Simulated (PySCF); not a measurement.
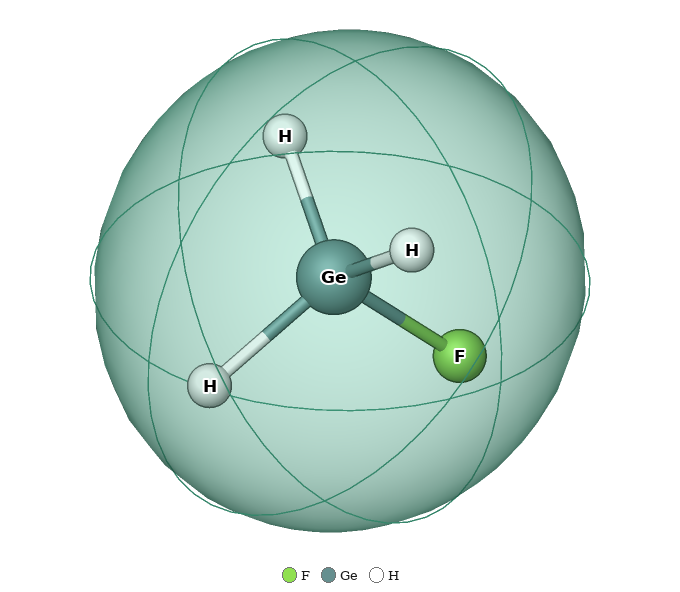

The ellipsoid shows the static dipole polarisability: its half-axes are proportional to the principal values. The geometry was computed by an optimisation with PBE0-D3(BJ)/def2-SVP. No frequency run is at hand to confirm it as a minimum. Level of theory: CAM-B3LYP/def2-SVPD (PySCF 2.14.0).

**Give the principal values, the mean and the anisotropy.**

Principal values 30.4, 32.7, 32.7 bohr³; mean 32.0 bohr³ (4.73 Å³); anisotropy 2.3 bohr³, so the longest axis is 1.08 times the shortest.
